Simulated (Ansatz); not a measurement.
A series of calculations on Si2PH7O

Part 1: Relaxation

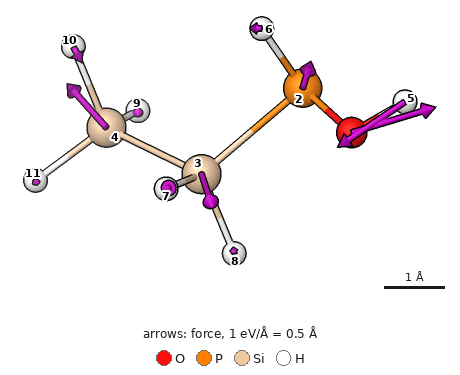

Starting geometry of Si2PH7O with the computed forces as purple arrows. Style: ball-and-stick. Shown at a tilt.

The run prepares an end point of a later path (torsion) calculation, from a guessed geometry.

Theory: RKS PBE0-D4/6-31G* (Ansatz). Set-up: no spin polarisation; force threshold 0.015 eV/Å; at most 40 steps.

**What follows when this structure is relaxed?**

It isn't relaxed: the largest force vector, on the O atom, is 3.17 eV/Å. The final displacements follow the starting forces only in part (cosine between the two patterns 0.42). The energy falls by 36.9 kJ/mol in 6 geometry steps. The largest force component goes from 2.6 to 0.0096 eV/Å. The largest move after the best rigid fit is that of an H atom, 0.37 Å. Largest moves by element: H 0.37 Å, O 0.26 Å, Si 0.08 Å, P 0.07 Å. Among the contacts that change: Si–Si 2.223 → 2.341 Å, H–O 1.037 → 0.966 Å, H–Si 1.545 → 1.492 Å, P–Si 2.229 → 2.266 Å. Bond angles that change, for instance: Si–Si–H 115.9° → 110.5°, H–Si–H 103.2° → 108.3°, Si–P–H 97.8° → 94.1°. Groups turn about O–P by about 40°. Cost: 15 s on 1 thread of AMD EPYC 9R45 96-Core Processor (Zen 5) (shared host), peak memory 0.2 GiB.

Part 2: Relaxation

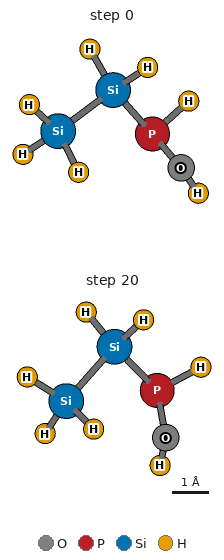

The structure of Si2PH7O before (top) and after (bottom) a relaxation, at one scale.

Style: ball-and-stick. Shown at a tilt.

The run prepares an end point of a later path (torsion) calculation, from a guessed geometry.

Computed with Ansatz 0.2.0, RKS PBE0-D4/6-31G*. (no spin polarisation; force threshold 0.015 eV/Å; at most 40 steps)

Q: What changed between the two?

A: The energy falls by 9.04 kcal/mol in 18 accepted moves (20 points after the start). Largest force component: 2.6 eV/Å at the start, 0.014 eV/Å at the end. The line search rejected the trial steps at points 4, 13 of the run. The forces were under the threshold at step 11, but the run went on from there. An H atom moves most after the best rigid fit: 1.11 Å. Largest moves by element: H 1.11 Å, O 0.47 Å, P 0.28 Å, Si 0.27 Å. Among the contacts that change: Si–Si 2.223 → 2.337 Å, H–O 1.037 → 0.966 Å, H–Si 1.545 → 1.493 Å, P–Si 2.229 → 2.275 Å. Bond angles that change, for instance: P–Si–Si 111.9° → 104.5°, H–Si–H 103.2° → 109.0°, P–Si–H 108.7° → 114.0°. Groups turn about O–P by about 40°, P–Si by about 30°. Cost: 41 s on 1 thread of AMD EPYC 9R45 96-Core Processor (Zen 5), on a shared host, peak memory 0.2 GiB.

Part 3: Path

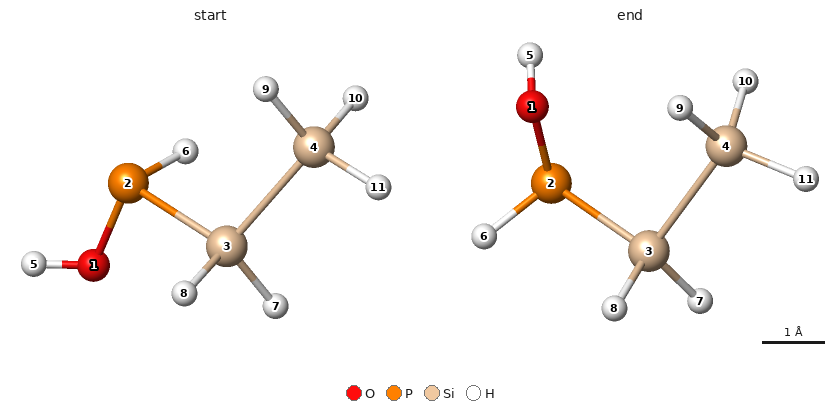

The two relaxed end points of a path for Si2PH7O. A ball-and-stick model, seen from a free direction.

Level of theory: RKS PBE0-D4/6-31G* (Ansatz 0.2.0).

The input:
```yaml
crystal:
  periodic: [false, false, false]
  atoms:
    - { symbol: O, position_ang: [1.434391, 2.22589, -1.310331] }
    - { symbol: P, position_ang: [-0.066583, 1.524481, -1.001585] }
    - { symbol: Si, position_ang: [0.627298, -0.430087, -0.088758] }
    - { symbol: Si, position_ang: [-1.166841, -1.472888, 0.993956] }
    - { symbol: H, position_ang: [1.412192, 2.588566, -2.205551] }
    - { symbol: H, position_ang: [-0.348352, 2.131051, 0.25802] }
    - { symbol: H, position_ang: [1.755314, -0.216485, 0.864679] }
    - { symbol: H, position_ang: [1.117622, -1.300219, -1.196831] }
    - { symbol: H, position_ang: [-2.277344, -1.73088, 0.033935] }
    - { symbol: H, position_ang: [-1.686159, -0.604264, 2.088971] }
    - { symbol: H, position_ang: [-0.736138, -2.772066, 1.583896] }
basis:
  gaussian: { orbitals: "6-31G*" }
hamiltonian:
  xc: pbe0
  dispersion: d4
neb:
  order_check: false
  images: 5
  f_tol: 0.05
  max_iterations: 60
  initial_path: idpp
  final_atoms:
    - { symbol: O, position_ang: [-0.50493589, 1.65093707, -1.15751397] }
    - { symbol: P, position_ang: [0.97861789, 1.68123281, -0.34546536] }
    - { symbol: Si, position_ang: [1.08254531, -0.53261992, 0.16992646] }
    - { symbol: Si, position_ang: [-1.11407739, -1.10828462, 0.72075586] }
    - { symbol: H, position_ang: [-1.02471295, 2.40558929, -0.85163149] }
    - { symbol: H, position_ang: [1.84753444, 1.62862437, -1.4746591] }
    - { symbol: H, position_ang: [1.99616965, -0.69567215, 1.33929424] }
    - { symbol: H, position_ang: [1.60427996, -1.39059912, -0.93506709] }
    - { symbol: H, position_ang: [-1.95492821, -1.20688506, -0.50138213] }
    - { symbol: H, position_ang: [-1.68935904, -0.07109568, 1.62347863] }
    - { symbol: H, position_ang: [-1.15573376, -2.41812799, 1.43266495] }
```

Command:
```bash
ansatz run input.yaml --threads 1 --pin off --max-ram 2048MiB --backend cpu --events-out ev --progress --plain --runs-dir out
```

Question: What barrier does the band find between them, and by what path?

Answer: Forward barrier 2.40 kcal/mol, backward barrier 2.68 kcal/mol, with image 3 at the top; the reaction energy is −0.28 kcal/mol. The motion is a rotation about the P2–Si3 bond by about 160°. No bond forms or breaks between the ends. The band is converged. At the top, the vibrational analysis gives one imaginary mode (75i cm⁻¹), as a transition state must have.

Energies of the converged images:

```csv
image,path (Å),E (kcal/mol)
0,0.00,0.00
1,0.83,0.51
2,1.67,1.73
3,2.50,2.40
4,3.76,1.16
5,5.02,0.12
6,6.28,-0.28
```

The geometry at the top of the path:

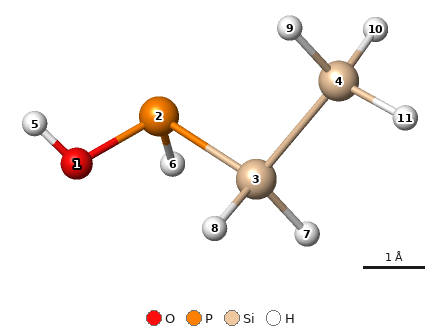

Cost: 93 s on 1 thread of AMD EPYC 9R45 96-Core Processor (Zen 5), on a shared host, peak memory 0.2 GiB.
